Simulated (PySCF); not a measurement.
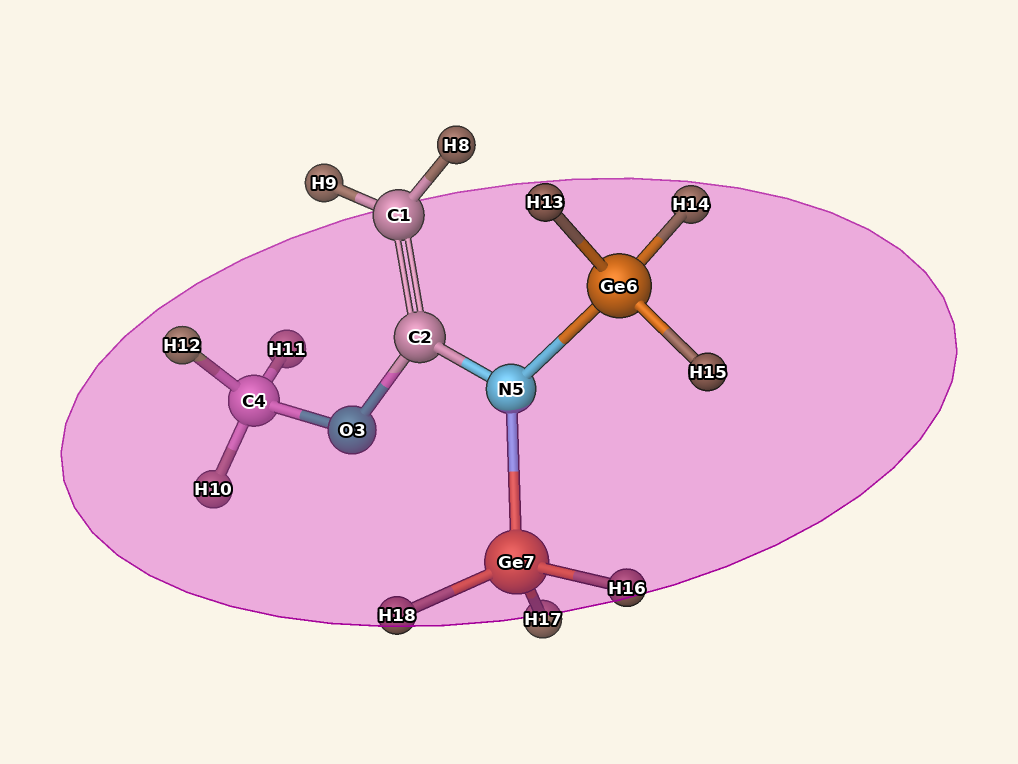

A disc through the centre of mass is drawn in. Distant atoms are faded towards the background colour. The geometry was computed by an optimisation with PBE0-D3(BJ)/def2-SVP. No frequency run is at hand to confirm it as a minimum.

Question: Is the plane of the disc a mirror plane of the structure?

Answer: No. The point group is Cs, with 1 mirror plane, and this plane isn't one of its mirror planes.
